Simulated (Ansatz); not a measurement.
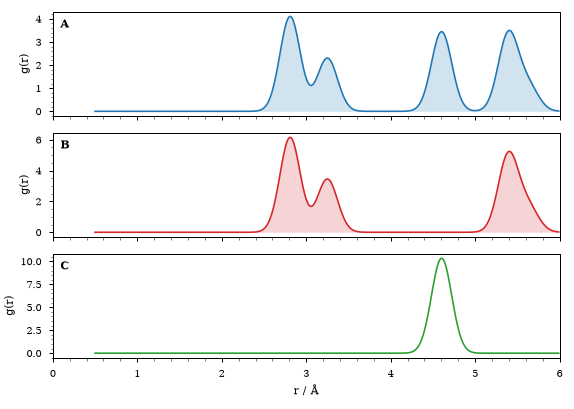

Element-resolved g(r), computed from the atomic positions of CrGa3, each distance broadened by a Gaussian of σ = 0.12 Å. It is based on the geometry relaxed with DFT PBE, scalar-relativistic, plane waves, PAW in Ansatz 0.2.0; the starting structure was generated, so it need not be a known form of this composition.

```cif
data_structure
_symmetry_space_group_name_H-M 'Fm-3m'
_symmetry_Int_Tables_number 225
_cell_length_a 6.5142
_cell_length_b 6.5142
_cell_length_c 6.5142
_cell_angle_alpha 90.000
_cell_angle_beta 90.000
_cell_angle_gamma 90.000
_cell_volume 276.43
loop_
_atom_site_label
_atom_site_type_symbol
_atom_site_symmetry_multiplicity
_atom_site_Wyckoff_symbol
_atom_site_fract_x
_atom_site_fract_y
_atom_site_fract_z
_atom_site_occupancy
Ga1 Ga 8 c 0.25000 0.75000 0.75000 1
Ga2 Ga 4 b 0.50000 0.00000 0.00000 1
Cr1 Cr 4 a 0.00000 0.00000 0.00000 1
```

Q: Which pair of elements belongs to which panel?

A: panel A is Ga–Ga (first distance 2.82 Å); panel B is Ga–Cr (first distance 2.82 Å); panel C is Cr–Cr (first distance 4.61 Å).

Q: Give the first two coordination shells of each pair (distances closer than 0.12 Å counted as one shell; neighbours averaged over all atoms of the first element).

A:
| pair | first shell (Å) | neighbours in it | second shell (Å) | neighbours in the second |
| --- | --- | --- | --- | --- |
| Ga–Ga | 2.82 | 5.33 Ga per Ga | 3.26 | 4 |
| Ga–Cr | 2.82 | 2.67 Cr per Ga | 3.26 | 2 |
| Cr–Cr | 4.61 | 12 Cr per Cr | beyond the range | – |
